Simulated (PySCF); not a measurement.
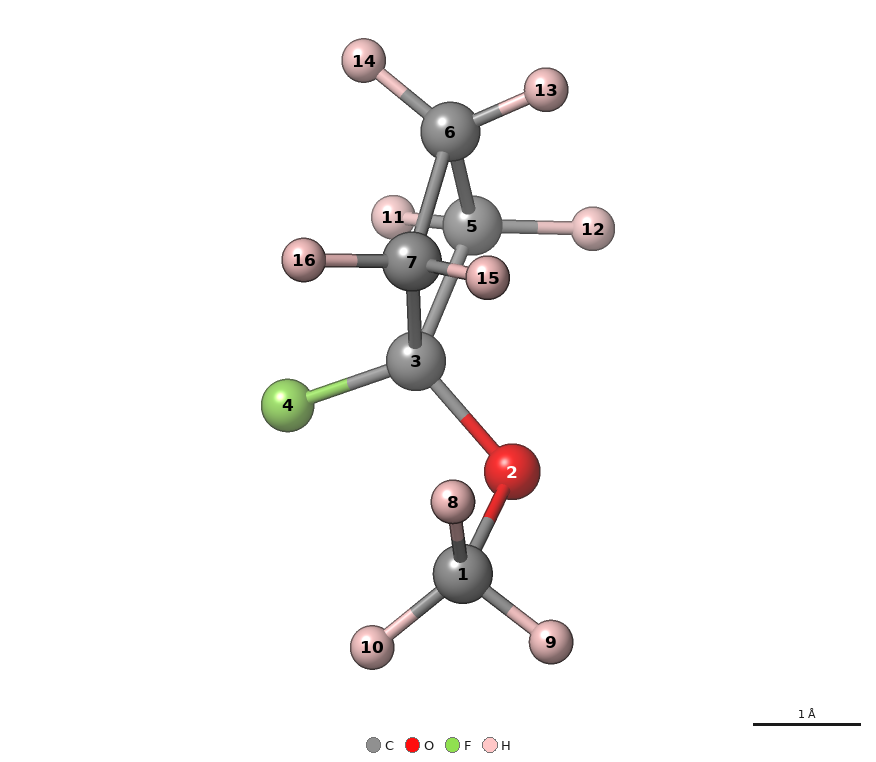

Orthographic view. Distant atoms are faded towards the background colour. Geometry: a frame of a GFN2-xTB molecular-dynamics simulation, not a minimum.

Write a MOL file (V2000) with the atoms in numerical order, bonds sorted by atom number with the orders drawn, and coordinates in the frame of the picture: x right, y up, z towards the viewer, origin at the mean position.

```
C5H9FO
                    3D

 16 16  0  0  0  0  0  0  0  0999 V2000
    0.1900   -2.2400    0.6000 C   0  0  0  0  0  0  0  0  0  0  0  0
    0.6500   -1.2800   -0.4300 O   0  0  0  0  0  0  0  0  0  0  0  0
   -0.2500   -0.2500   -0.4700 C   0  0  0  0  0  0  0  0  0  0  0  0
   -1.4500   -0.6600   -1.0800 F   0  0  0  0  0  0  0  0  0  0  0  0
    0.2800    1.0200   -1.2800 C   0  0  0  0  0  0  0  0  0  0  0  0
    0.0800    1.9000   -0.0200 C   0  0  0  0  0  0  0  0  0  0  0  0
   -0.2800    0.6800    0.7700 C   0  0  0  0  0  0  0  0  0  0  0  0
    0.1000   -1.5600    1.5700 H   0  0  0  0  0  0  0  0  0  0  0  0
    1.0200   -2.8700    0.6700 H   0  0  0  0  0  0  0  0  0  0  0  0
   -0.6600   -2.9200    0.3600 H   0  0  0  0  0  0  0  0  0  0  0  0
   -0.4600    1.1000   -2.0900 H   0  0  0  0  0  0  0  0  0  0  0  0
    1.4100    0.9900   -1.5300 H   0  0  0  0  0  0  0  0  0  0  0  0
    0.9700    2.2900    0.2800 H   0  0  0  0  0  0  0  0  0  0  0  0
   -0.7400    2.5600   -0.1800 H   0  0  0  0  0  0  0  0  0  0  0  0
    0.4200    0.5300    1.5500 H   0  0  0  0  0  0  0  0  0  0  0  0
   -1.3000    0.7000    1.2700 H   0  0  0  0  0  0  0  0  0  0  0  0
  1  2  1  0
  1  8  1  0
  1  9  1  0
  1 10  1  0
  2  3  1  0
  3  4  1  0
  3  5  1  0
  3  7  1  0
  5  6  1  0
  5 11  1  0
  5 12  1  0
  6  7  1  0
  6 13  1  0
  6 14  1  0
  7 15  1  0
  7 16  1  0
M  END
```
